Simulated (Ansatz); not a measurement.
```sh
ansatz run in.yaml --threads 4 --pin off --events-out ev --progress --plain --max-ram 9574MiB
```

```yaml
crystal:
  periodic: [false, false, false]
  atoms:
    - {symbol: Al, position_ang: [-0.957328, 1.554781, 1.145745]}
    - {symbol: H, position_ang: [-1.610392, 0.201271, 1.618250]}
    - {symbol: H, position_ang: [-1.506154, 2.466304, -0.016001]}
    - {symbol: Cl, position_ang: [0.775935, 2.192143, 2.139667]}
basis:
  gaussian: {orbitals: def2-TZVPP}
hamiltonian: {xc: pbe, dispersion: d4}
```

What structure does this define?

It has 4 atoms: 1 aluminium, 1 chlorine and 2 hydrogen (AlClH2). This geometry has C2v symmetry. All atoms lie on one plane. Coordination: 1 Al trigonal planar.

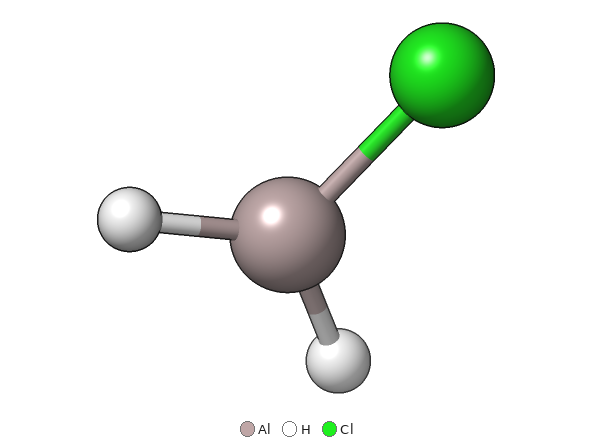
